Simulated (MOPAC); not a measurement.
**CH$_{5}$FSSn: geometry relaxation (part 2 of 2)**

CH$_{5}$FSSn, SMILES FC[S][SnH3]; PM6-D3, closed shell, dispersion D3 (MOPAC 23.2.5). The atoms were displaced at random from an optimised geometry.

Geometry of the input (Å):
```
F  1.9424  2.0346  -0.7353
C  0.8145  1.2932  -0.4381
S  1.3485  -0.3871  -0.0591
Sn -0.7847  -1.3478  0.4321
H  0.1724  1.2951  -1.3143
H  0.3140  1.7224  0.4270
H  -1.7855  -1.1784  -0.9292
H  -0.4767  -2.9796  0.8064
H  -1.4519  -0.5091  1.7334
```

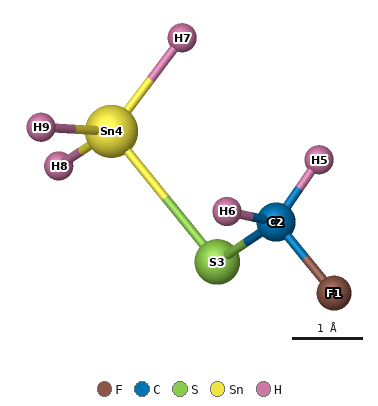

Figure 1. The geometry at step 32 of the log (ball-and-stick view, seen at a tilt; atoms are numbered from 1 in the order of the input).

**Trajectory as extended XYZ, continued**
```
9
Properties=species:S:1:pos:R:3:forces:R:3 step=3 energy=-1.09848
F     1.9465    2.0413   -0.7193   -0.6143  -0.4342   0.1155
C     0.8079    1.3074   -0.4595    0.7535   0.3677   0.2251
S     1.3946   -0.3827   -0.0734   -0.2785  -0.0444   0.0280
Sn   -0.8117   -1.3646    0.4429   -0.1065  -0.0858   0.0068
H     0.1769    1.3197   -1.3496   -0.1146   0.0917  -0.2477
H     0.3163    1.7619    0.4225    0.0217   0.0608  -0.1013
H    -1.7733   -1.1733   -0.9437    0.1297   0.0234  -0.0315
H    -0.4664   -2.9822    0.8047    0.0863  -0.0196  -0.0034
H    -1.4435   -0.4956    1.7566    0.1227   0.0405   0.0085
9
Properties=species:S:1:pos:R:3:forces:R:3 step=5 energy=-1.11257
F     1.9404    2.0338   -0.7190    0.0702  -0.0252  -0.0103
C     0.8192    1.3132   -0.4561   -0.2058   0.0769   0.0052
S     1.3864   -0.3819   -0.0725   -0.1341  -0.0554   0.0202
Sn   -0.8102   -1.3661    0.4427   -0.2114  -0.0420   0.0794
H     0.1774    1.3280   -1.3624    0.0980   0.0487   0.1081
H     0.3158    1.7720    0.4203    0.0501   0.0161  -0.1223
H    -1.7668   -1.1710   -0.9465    0.1131   0.0173  -0.0280
H    -0.4618   -2.9828    0.8034    0.0835  -0.0276  -0.0006
H    -1.4375   -0.4917    1.7596    0.1363  -0.0087  -0.0516
9
Properties=species:S:1:pos:R:3:forces:R:3 step=8 energy=-1.12739
F     1.9615    2.0273   -0.7229    0.0336  -0.0526   0.0331
C     0.8197    1.3348   -0.4581    0.0332   0.0421  -0.0034
S     1.3622   -0.3726   -0.0721   -0.0673   0.0680   0.0140
Sn   -0.8191   -1.3850    0.4498   -0.0823   0.0931  -0.1098
H     0.1931    1.3695   -1.3637   -0.0502  -0.0271  -0.0690
H     0.3202    1.8221    0.3976    0.0237  -0.0295   0.0336
H    -1.7231   -1.1583   -0.9738    0.0640  -0.0408   0.0979
H    -0.4288   -2.9959    0.7962    0.0239  -0.0090   0.0102
H    -1.3946   -0.4765    1.7630    0.0213  -0.0443  -0.0066
9
Properties=species:S:1:pos:R:3:forces:R:3 step=11 energy=-1.12939
F     1.9680    2.0201   -0.7187    0.0160  -0.0008  -0.0060
C     0.8173    1.3403   -0.4628    0.0113  -0.0096  -0.0028
S     1.3545   -0.3660   -0.0729    0.0110  -0.0151   0.0088
Sn   -0.8187   -1.3862    0.4498   -0.0579   0.0396   0.0038
H     0.1924    1.3707   -1.3730    0.0003   0.0207   0.0006
H     0.3230    1.8217    0.3989   -0.0093   0.0178  -0.0019
H    -1.7182   -1.1632   -0.9720    0.0005  -0.0256   0.0263
H    -0.4226   -2.9969    0.7978    0.0176   0.0200  -0.0024
H    -1.3881   -0.4829    1.7700    0.0104  -0.0469  -0.0263
9
Properties=species:S:1:pos:R:3:forces:R:3 step=13 energy=-1.13004
F     1.9718    2.0178   -0.7187   -0.0107  -0.0076  -0.0054
C     0.8174    1.3421   -0.4645    0.0281   0.0191  -0.0010
S     1.3526   -0.3643   -0.0717   -0.0092   0.0007  -0.0028
Sn   -0.8203   -1.3861    0.4496    0.0255  -0.0163  -0.0066
H     0.1921    1.3787   -1.3746    0.0175  -0.0022   0.0084
H     0.3231    1.8270    0.3957   -0.0004   0.0065  -0.0020
H    -1.7178   -1.1739   -0.9710   -0.0430  -0.0005  -0.0259
H    -0.4150   -2.9930    0.7965    0.0252  -0.0191   0.0010
H    -1.3843   -0.4973    1.7763   -0.0330   0.0193   0.0344
9
Properties=species:S:1:pos:R:3:forces:R:3 step=16 energy=-1.13057
F     1.9753    2.0167   -0.7215    0.0151   0.0126   0.0030
C     0.8200    1.3455   -0.4642   -0.0153  -0.0079   0.0033
S     1.3504   -0.3623   -0.0699   -0.0109   0.0095  -0.0017
Sn   -0.8216   -1.3868    0.4492   -0.0111  -0.0190   0.0134
H     0.1942    1.3822   -1.3733    0.0079  -0.0050  -0.0089
H     0.3237    1.8324    0.3940    0.0214   0.0068   0.0001
H    -1.7245   -1.1829   -0.9722   -0.0105   0.0041   0.0258
H    -0.4062   -2.9931    0.7941    0.0166   0.0056  -0.0065
H    -1.3873   -0.5071    1.7852   -0.0132  -0.0068  -0.0286
9
Properties=species:S:1:pos:R:3:forces:R:3 step=19 energy=-1.13169
F     1.9915    2.0150   -0.7234    0.0108   0.0059  -0.0117
C     0.8271    1.3574   -0.4695   -0.0108   0.0072   0.0014
S     1.3386   -0.3524   -0.0673    0.0002  -0.0234   0.0067
Sn   -0.8257   -1.3944    0.4513   -0.0023   0.0038   0.0102
H     0.2067    1.3944   -1.3821    0.0010   0.0092  -0.0089
H     0.3358    1.8561    0.3840   -0.0076  -0.0022   0.0098
H    -1.7513   -1.2013   -0.9565    0.0054   0.0085   0.0062
H    -0.3715   -2.9937    0.7794    0.0017   0.0020   0.0043
H    -1.4037   -0.5306    1.7922    0.0017  -0.0110  -0.0180
9
Properties=species:S:1:pos:R:3:forces:R:3 step=22 energy=-1.13176
F     1.9899    2.0155   -0.7238    0.0011  -0.0015  -0.0003
C     0.8261    1.3567   -0.4689    0.0042  -0.0011  -0.0005
S     1.3396   -0.3539   -0.0673   -0.0008   0.0027  -0.0030
Sn   -0.8251   -1.3941    0.4511    0.0002  -0.0017   0.0003
H     0.2061    1.3948   -1.3819   -0.0015   0.0015   0.0015
H     0.3349    1.8532    0.3863   -0.0016  -0.0019  -0.0010
H    -1.7488   -1.1966   -0.9570    0.0019   0.0023  -0.0003
H    -0.3748   -2.9937    0.7823    0.0015   0.0005   0.0011
H    -1.4030   -0.5276    1.7890   -0.0050  -0.0008   0.0022
9
Properties=species:S:1:pos:R:3:forces:R:3 step=24 energy=-1.13177
F     1.9909    2.0153   -0.7239    0.0015  -0.0002   0.0002
C     0.8266    1.3574   -0.4693    0.0016   0.0001   0.0000
S     1.3389   -0.3533   -0.0672   -0.0003  -0.0006  -0.0034
Sn   -0.8254   -1.3946    0.4512   -0.0001   0.0015   0.0019
H     0.2067    1.3965   -1.3823   -0.0016  -0.0009   0.0008
H     0.3354    1.8540    0.3859   -0.0012   0.0002  -0.0001
H    -1.7498   -1.1969   -0.9565    0.0034   0.0006   0.0002
H    -0.3727   -2.9935    0.7827    0.0003  -0.0001  -0.0007
H    -1.4042   -0.5295    1.7896   -0.0036  -0.0005   0.0011
9
Properties=species:S:1:pos:R:3:forces:R:3 step=27 energy=-1.13177
F     1.9908    2.0153   -0.7232   -0.0033  -0.0016  -0.0011
C     0.8264    1.3572   -0.4695    0.0014  -0.0007   0.0007
S     1.3389   -0.3537   -0.0682    0.0001   0.0044   0.0002
Sn   -0.8252   -1.3943    0.4517   -0.0012  -0.0012  -0.0005
H     0.2063    1.3963   -1.3825    0.0025   0.0006   0.0008
H     0.3345    1.8536    0.3855    0.0013  -0.0021  -0.0003
H    -1.7474   -1.1959   -0.9573    0.0001  -0.0003  -0.0005
H    -0.3728   -2.9935    0.7827   -0.0001   0.0007  -0.0001
H    -1.4066   -0.5300    1.7895   -0.0008   0.0001   0.0007
9
Properties=species:S:1:pos:R:3:forces:R:3 step=30 energy=-1.13178
F     1.9909    2.0152   -0.7235    0.0001   0.0007   0.0001
C     0.8265    1.3572   -0.4694    0.0001   0.0001  -0.0002
S     1.3389   -0.3535   -0.0682   -0.0003  -0.0003   0.0008
Sn   -0.8252   -1.3944    0.4517   -0.0010   0.0002  -0.0003
H     0.2066    1.3965   -1.3824   -0.0003  -0.0002  -0.0001
H     0.3347    1.8535    0.3857    0.0009  -0.0001   0.0001
H    -1.7475   -1.1961   -0.9573    0.0006  -0.0002  -0.0001
H    -0.3724   -2.9934    0.7826    0.0000  -0.0001   0.0000
H    -1.4070   -0.5304    1.7897   -0.0001  -0.0001  -0.0002
9
Properties=species:S:1:pos:R:3:forces:R:3 step=32 energy=-1.13178
F     1.9909    2.0152   -0.7235    0.0002   0.0000   0.0003
C     0.8265    1.3573   -0.4694    0.0003   0.0000  -0.0001
S     1.3389   -0.3535   -0.0681    0.0001   0.0000   0.0006
Sn   -0.8253   -1.3944    0.4517   -0.0001  -0.0001  -0.0007
H     0.2066    1.3966   -1.3824   -0.0006  -0.0002   0.0001
H     0.3349    1.8535    0.3858    0.0004   0.0003   0.0000
H    -1.7473   -1.1962   -0.9574    0.0001   0.0000  -0.0002
H    -0.3723   -2.9934    0.7824   -0.0001   0.0000   0.0003
H    -1.4072   -0.5306    1.7898   -0.0002   0.0000  -0.0002
9
Properties=species:S:1:pos:R:3:forces:R:3 step=35 energy=-1.13178
F     1.9908    2.0154   -0.7237    0.0002  -0.0011   0.0001
C     0.8266    1.3572   -0.4693   -0.0004   0.0000   0.0001
S     1.3389   -0.3536   -0.0680    0.0003   0.0005   0.0004
Sn   -0.8253   -1.3944    0.4516    0.0004   0.0000  -0.0005
H     0.2064    1.3964   -1.3821   -0.0001   0.0001   0.0002
H     0.3352    1.8535    0.3860    0.0001   0.0003   0.0000
H    -1.7472   -1.1961   -0.9576    0.0001  -0.0001  -0.0001
H    -0.3725   -2.9934    0.7826   -0.0001   0.0001  -0.0001
H    -1.4071   -0.5305    1.7897   -0.0005   0.0002  -0.0001
9
Properties=species:S:1:pos:R:3:forces:R:3 step=38 energy=-1.13178
F     1.9908    2.0152   -0.7241    0.0005  -0.0002   0.0001
C     0.8266    1.3573   -0.4690    0.0002   0.0000   0.0000
S     1.3389   -0.3535   -0.0679    0.0002   0.0000   0.0009
Sn   -0.8253   -1.3944    0.4516   -0.0001   0.0002  -0.0004
H     0.2060    1.3965   -1.3816   -0.0005   0.0003   0.0000
H     0.3358    1.8538    0.3864   -0.0001  -0.0001  -0.0001
H    -1.7470   -1.1962   -0.9578    0.0001  -0.0002  -0.0001
H    -0.3724   -2.9933    0.7827    0.0000  -0.0003  -0.0002
H    -1.4075   -0.5307    1.7895   -0.0003   0.0003  -0.0002
9
Properties=species:S:1:pos:R:3:forces:R:3 step=40 energy=-1.13178
F     1.9908    2.0148   -0.7259    0.0000  -0.0014  -0.0011
C     0.8268    1.3577   -0.4681   -0.0004  -0.0004   0.0008
S     1.3389   -0.3532   -0.0670    0.0007   0.0011   0.0007
Sn   -0.8254   -1.3946    0.4513    0.0003   0.0004  -0.0008
H     0.2041    1.3967   -1.3793    0.0005   0.0007   0.0005
H     0.3382    1.8550    0.3882   -0.0004  -0.0003   0.0003
H    -1.7462   -1.1965   -0.9587   -0.0001  -0.0004  -0.0001
H    -0.3722   -2.9934    0.7827   -0.0001  -0.0004  -0.0004
H    -1.4086   -0.5311    1.7889   -0.0005   0.0007   0.0001
9
Properties=species:S:1:pos:R:3:forces:R:3 step=43 energy=-1.13181
F     1.9888    2.0075   -0.7538    0.0010  -0.0003  -0.0001
C     0.8285    1.3625   -0.4523    0.0012  -0.0025   0.0003
S     1.3400   -0.3490   -0.0526    0.0016   0.0009   0.0018
Sn   -0.8260   -1.3963    0.4462   -0.0004   0.0026   0.0002
H     0.1765    1.4002   -1.3426   -0.0009   0.0022  -0.0010
H     0.3729    1.8702    0.4161   -0.0025  -0.0025   0.0002
H    -1.7341   -1.2006   -0.9722   -0.0008  -0.0005  -0.0007
H    -0.3719   -2.9937    0.7826    0.0013  -0.0023  -0.0012
H    -1.4242   -0.5351    1.7786   -0.0005   0.0023   0.0004
9
Properties=species:S:1:pos:R:3:forces:R:3 step=46 energy=-1.13182
F     1.9885    2.0084   -0.7507   -0.0004  -0.0010   0.0009
C     0.8280    1.3614   -0.4540    0.0002   0.0006  -0.0001
S     1.3404   -0.3498   -0.0541    0.0001  -0.0005   0.0004
Sn   -0.8258   -1.3958    0.4467   -0.0010   0.0008  -0.0007
H     0.1791    1.3995   -1.3466   -0.0002  -0.0002   0.0003
H     0.3683    1.8672    0.4134    0.0000  -0.0005  -0.0005
H    -1.7353   -1.1997   -0.9708    0.0001   0.0002   0.0000
H    -0.3730   -2.9939    0.7820    0.0011   0.0002  -0.0001
H    -1.4220   -0.5334    1.7794    0.0001   0.0004  -0.0002
9
Properties=species:S:1:pos:R:3:forces:R:3 step=49 energy=-1.13181
F     1.9891    2.0093   -0.7471   -0.0040  -0.0026   0.0033
C     0.8279    1.3609   -0.4561    0.0015   0.0046  -0.0014
S     1.3399   -0.3501   -0.0559    0.0012  -0.0009   0.0005
Sn   -0.8258   -1.3957    0.4474   -0.0015   0.0015  -0.0015
H     0.1832    1.3994   -1.3518    0.0001  -0.0006   0.0020
H     0.3636    1.8656    0.4097    0.0016  -0.0014  -0.0036
H    -1.7373   -1.1994   -0.9689    0.0005   0.0000   0.0008
H    -0.3721   -2.9937    0.7818    0.0006  -0.0007   0.0001
H    -1.4201   -0.5334    1.7810    0.0000   0.0002  -0.0002
9
Properties=species:S:1:pos:R:3:forces:R:3 step=51 energy=-1.13184
F     1.9868    2.0058   -0.7606    0.0063   0.0035   0.0017
C     0.8285    1.3627   -0.4482   -0.0021  -0.0084   0.0003
S     1.3414   -0.3486   -0.0489   -0.0029   0.0006  -0.0001
Sn   -0.8258   -1.3961    0.4448   -0.0001  -0.0009   0.0011
H     0.1682    1.4000   -1.3323    0.0032   0.0016  -0.0051
H     0.3812    1.8720    0.4233   -0.0060   0.0001   0.0041
H    -1.7301   -1.2006   -0.9760   -0.0015   0.0007  -0.0014
H    -0.3749   -2.9944    0.7823    0.0025   0.0023  -0.0007
H    -1.4272   -0.5336    1.7750    0.0006   0.0005   0.0000
9
Properties=species:S:1:pos:R:3:forces:R:3 step=54 energy=-1.13181
F     1.9892    2.0100   -0.7441   -0.0018  -0.0010   0.0006
C     0.8276    1.3603   -0.4577    0.0008   0.0014   0.0000
S     1.3400   -0.3507   -0.0575    0.0000  -0.0002   0.0002
Sn   -0.8257   -1.3954    0.4479   -0.0005   0.0004  -0.0006
H     0.1856    1.3986   -1.3554    0.0007  -0.0001   0.0009
H     0.3601    1.8638    0.4068    0.0006  -0.0004  -0.0011
H    -1.7383   -1.1989   -0.9675    0.0002  -0.0001   0.0000
H    -0.3722   -2.9936    0.7820    0.0001  -0.0001   0.0002
H    -1.4184   -0.5326    1.7819    0.0000   0.0001  -0.0002
9
Properties=species:S:1:pos:R:3:forces:R:3 step=57 energy=-1.13179
F     1.9901    2.0102   -0.7428    0.0169   0.0082   0.0052
C     0.8282    1.3608   -0.4586   -0.0076  -0.0066  -0.0087
S     1.3390   -0.3504   -0.0580    0.0043  -0.0016   0.0003
Sn   -0.8260   -1.3958    0.4483   -0.0009   0.0003  -0.0005
H     0.1896    1.4001   -1.3583   -0.0113  -0.0043  -0.0039
H     0.3580    1.8639    0.4042   -0.0007   0.0047   0.0067
H    -1.7409   -1.1999   -0.9659    0.0014   0.0003   0.0006
H    -0.3692   -2.9932    0.7811   -0.0017  -0.0011   0.0004
H    -1.4178   -0.5342    1.7834   -0.0003   0.0001  -0.0001
9
Properties=species:S:1:pos:R:3:forces:R:3 step=59 energy=-1.13182
F     1.9889    2.0097   -0.7452   -0.0003  -0.0003  -0.0003
C     0.8276    1.3604   -0.4570    0.0003   0.0001   0.0010
S     1.3402   -0.3506   -0.0569   -0.0002   0.0000   0.0003
Sn   -0.8257   -1.3954    0.4477   -0.0004   0.0001  -0.0005
H     0.1843    1.3987   -1.3537    0.0007   0.0002  -0.0001
H     0.3616    1.8643    0.4080   -0.0002  -0.0002  -0.0002
H    -1.7377   -1.1989   -0.9682    0.0000  -0.0001  -0.0001
H    -0.3725   -2.9936    0.7821    0.0002   0.0002   0.0000
H    -1.4190   -0.5326    1.7813   -0.0001   0.0001  -0.0001
9
Properties=species:S:1:pos:R:3:forces:R:3 step=62 energy=-1.13181
F     1.9890    2.0098   -0.7450    0.0008   0.0003   0.0010
C     0.8277    1.3605   -0.4571   -0.0003  -0.0006  -0.0015
S     1.3401   -0.3506   -0.0570   -0.0001   0.0001   0.0003
Sn   -0.8257   -1.3955    0.4477   -0.0001   0.0000  -0.0001
H     0.1849    1.3988   -1.3542   -0.0005  -0.0004   0.0002
H     0.3610    1.8642    0.4076    0.0003   0.0004   0.0005
H    -1.7381   -1.1991   -0.9679    0.0001   0.0001  -0.0003
H    -0.3722   -2.9936    0.7820    0.0000   0.0002   0.0001
H    -1.4187   -0.5327    1.7815   -0.0001   0.0000  -0.0001
```

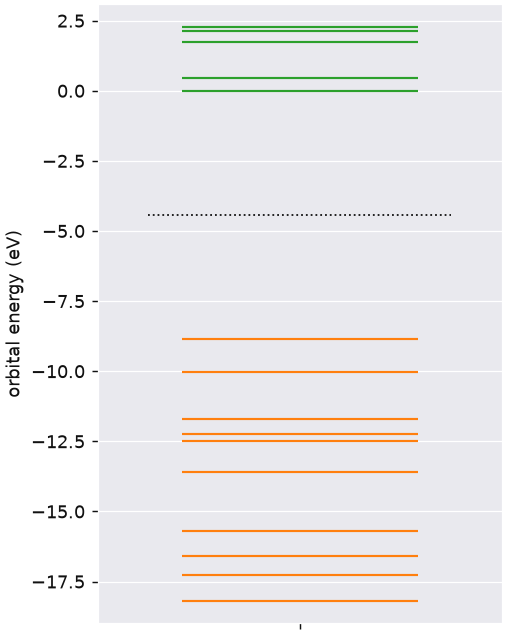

Figure 2. Orbital energies near the frontier; the dotted line parts filled from empty levels, and levels within 0.02 eV of each other stand side by side. Highest filled −8.87 eV, lowest empty −0.01 eV, 8.86 eV apart.

**Summary**

- outcome: converged
- total energy: −33.415554 hartree
- dispersion energy: −0.002234 hartree
- heat of formation: −26.10 kcal/mol
- basis functions: 26
- largest force: 0.002 eV/Å
- HOMO: −8.87 eV
- LUMO: −0.01 eV
- dipole moment: 5.00 D
- peak memory: 0.092 GiB

**Remarks**

Notes on the run: HEAT OF FORMATION IS ESSENTIALLY STATIONARY. MOPAC's energies along a path are heats of formation.
